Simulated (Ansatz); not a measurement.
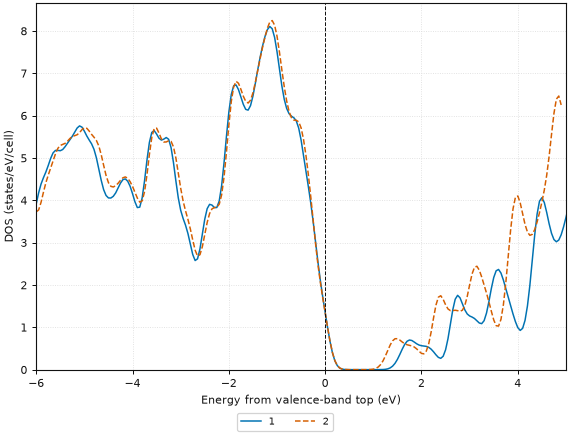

Total densities of states of Ge$_{2}$CN$_{4}$, space group Pm, 14 atoms in the cell, beta-nitride host type, by two methods on the same cell. The curves are built from the levels of the k mesh with Gaussians 0.3 eV wide, which also blur the band edges. Each is counted from its own valence-band top.

> Which curve is which? The methods: r2SCAN, PBE+SOC.

1 is r2SCAN; 2 is PBE+SOC. r2SCAN gives a gap of 1.52 eV and PBE+SOC gives a gap of 1.26 eV.

Settings. r2SCAN: DFT, r2SCAN, plane waves, PAW, no spin polarisation, 4×8×4 k mesh, 500 eV cutoff (Ansatz). PBE+SOC: DFT, PBE with spin-orbit coupling, plane waves, PAW, 4×8×4 k mesh, 420 eV cutoff, Fermi-Dirac smearing of 0.02 eV (Ansatz).
